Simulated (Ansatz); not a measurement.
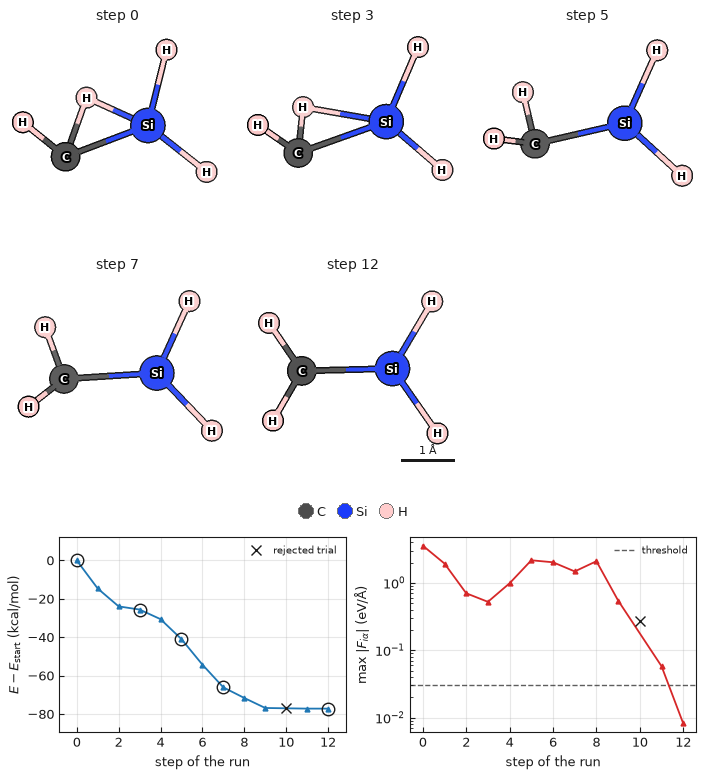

Frames of a relaxation of CH$_{4}$Si, marked on the history of the run. Style: ball-and-stick. Shown at a tilt.

It is one of the separated reactants of a reaction.

Level of theory: RKS PBE-D4/def2-SVP (Ansatz 0.2.0). Set-up: force threshold 0.03 eV/Å; at most 250 steps.

Q: What happens along the run?

A: After 11 accepted moves (12 points after the start) the energy has fallen by 77.2 kcal/mol. The largest force component goes from 3.6 to 0.0082 eV/Å. The line search rejected the trial step at point 10 of the run. An H atom moves most after the best rigid fit: 1.26 Å. Largest moves by element: H 1.26 Å, C 0.70 Å, Si 0.22 Å. Near-neighbour distances that change, for instance: H–Si 1.420 → 2.488 Å, C–H 1.531 → 1.101 Å, C–Si 1.699 → 1.721 Å, H–Si 1.478 → 1.496 Å. Bonds break: H–Si (1.42 → 2.49 Å). The run took 8 s on 2 threads of Arm Neoverse V1, with other jobs on the host. From step 0 to 3: an H atom moves most (0.40 Å), energy −25.6 kcal/mol. From step 3 to 5: an H atom moves most (0.39 Å), energy −15.4 kcal/mol. From step 5 to 7: an H atom moves most (0.39 Å), energy −25.1 kcal/mol. From step 7 to 12: an H atom moves most (0.43 Å), energy −11.1 kcal/mol.
